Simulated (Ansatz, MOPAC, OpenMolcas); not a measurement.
How methods differ on As2 (SMILES [As]#[As])

As2, singlet, SMILES `[As]#[As]`. Each level relaxes the structure for itself.

Each level gives the harmonic wavenumber (cm⁻¹). The values are calculated.

| level | kind | program | value (cm⁻¹) |
| --- | --- | --- | --- |
| PM3 | semi-empirical | MOPAC | 379 |
| PM6 | semi-empirical | MOPAC | 463 |
| PM6-DH2 | semi-empirical | MOPAC | 463 |
| PM7-HH | semi-empirical | MOPAC | 466 |
| HF/STO-3G | Hartree–Fock | Ansatz | 586 |
| HF/3-21G | Hartree–Fock | OpenMolcas | -495 |
| HF/6-31G* (Cartesian functions) | Hartree–Fock | OpenMolcas | -38320 |
| HF/cc-pVTZ | Hartree–Fock | Ansatz | 512 |
| SVWN5/def2-TZVP | LDA | Ansatz | 449 |
| PBE/def2-SVP | GGA | Ansatz | 439 |

All-electron rows without a relativistic Hamiltonian named are non-relativistic. Harmonic and unscaled. The values span -38320 to 586 cm⁻¹.

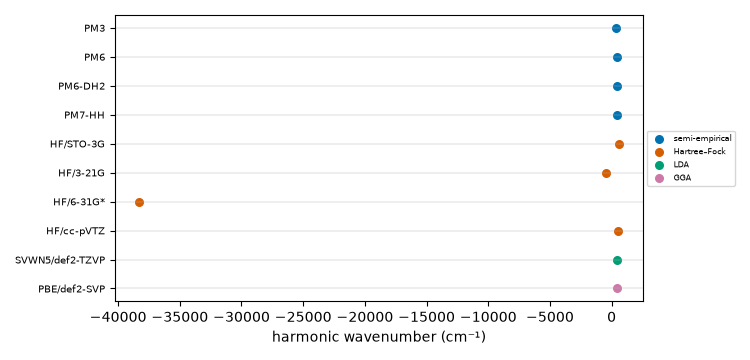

The values of the table, level by level.
